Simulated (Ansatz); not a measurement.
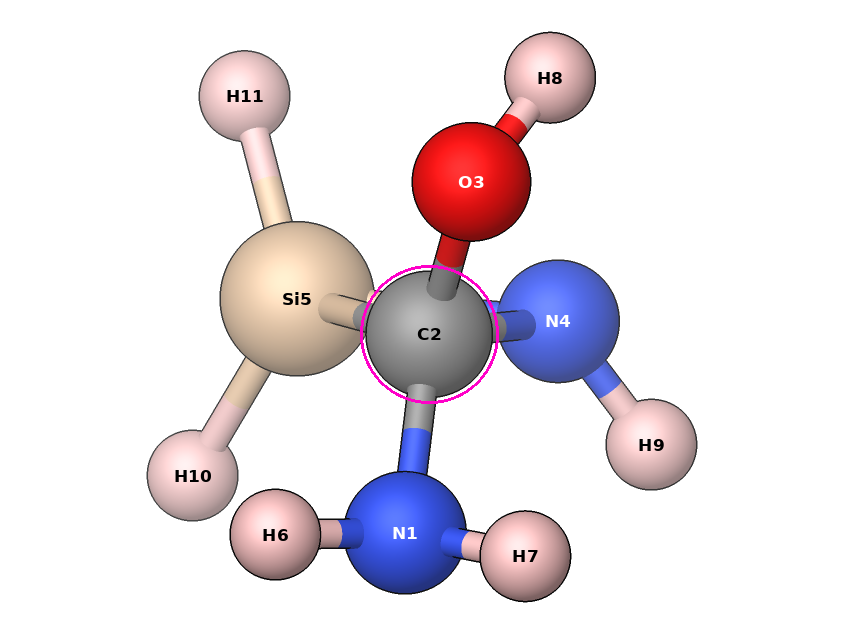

Depth is shown by fading: the farther an atom, the more it takes the colour of the background. Circles mark the stereogenic atoms. Computed geometry: PBE-D4/def2-SVP optimisation. No frequency run is at hand to confirm it as a minimum.

Assign CIP descriptors.

Answer. C2: S (priorities Si5 > O3 > N4 > N1).
